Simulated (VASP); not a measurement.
Band structure of LiF (rock salt). Method: modified Becke-Johnson potential (mBJ), VASP's PBE PAW potentials (set 64) (plane waves; VASP).

mBJ is a potential without an energy functional, so only the levels count.

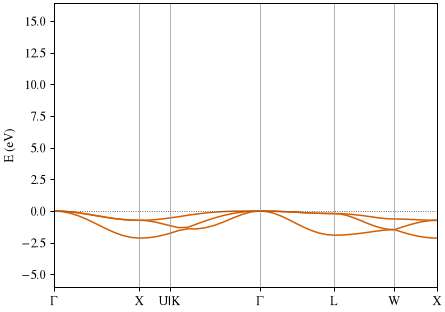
Figure: Bands along high-symmetry lines, zero at the valence-band maximum or, without a gap, the Fermi level

Q: Read the plot: is there a gap, and where are the band edges?

A: The gap is direct, 12.40 eV, from the valence maximum at Γ to the conduction minimum at Γ.

Measured: gap 15.35 eV (computed value off by -2.95 eV), as given by Wei Chen et al., Physical Review Materials (2018), doi:10.1103/physrevmaterials.2.073803 [zero-point renormalisation of 1.15 eV added back (the table's ZPR column)].

The compound is LiF in the rock salt structure. It was relaxed first. The cell's shape comes from a PBE relaxation.
